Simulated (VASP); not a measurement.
Band structure of Ta₂N. These are PBE GGA, VASP's PBE PAW potentials (set 64) (plane waves; VASP) values and carry that method's errors.

The cell holds a wide vacuum, so values per volume refer to the whole cell. Unless said otherwise, spin-orbit coupling is left out, though it shifts the bands of the heavy elements here.

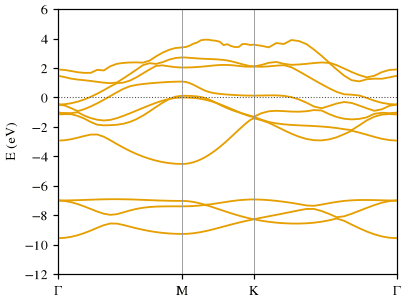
Figure: Bands along high-symmetry lines, zero at the valence-band maximum or, without a gap, the Fermi level

### Question
Read the plot: is there a gap, and where are the band edges?

### Answer
It has no gap at this level: it comes out as a metal or semimetal.

The cell is a sheet with vacuum, built from a generated structure.
